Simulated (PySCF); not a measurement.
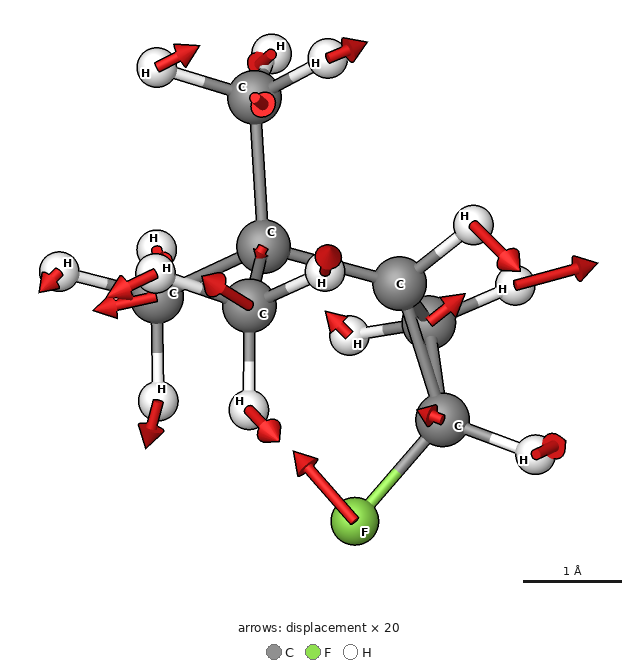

This is a relaxation of C$_{7}$H$_{13}$F. The starting structure is drawn; red arrows show the displacements, magnified 20 times. The two geometries are superimposed by the best rigid fit.

A ball-and-stick model, seen from a free direction.

The start comes from GFN2-xTB. Its atoms were then displaced at random by about 0.01 Å.

Theory: PBE0-D3(BJ)/def2-SVP geometry optimisation, gas phase (PySCF). 

**What did the optimiser do to the structure, and how much energy did it gain?**

The largest move after the best rigid fit is that of the F atom, 0.050 Å. Largest moves by element: F 0.050 Å, H 0.047 Å, C 0.041 Å. Some distances before and after: C–H 1.067 → 1.100 Å, C–C 1.512 → 1.532 Å, C–H 1.121 → 1.101 Å, C–F 1.374 → 1.363 Å. Bond angles that change, for instance: C–C–H 122.9° → 120.2°, H–C–H 104.8° → 107.3°, H–C–H 105.3° → 107.8°. Over 3 geometry steps the energy falls by 0.146 eV. Cost: 32 s on 1 thread of AMD EPYC 9R45 96-Core Processor, on a shared host.
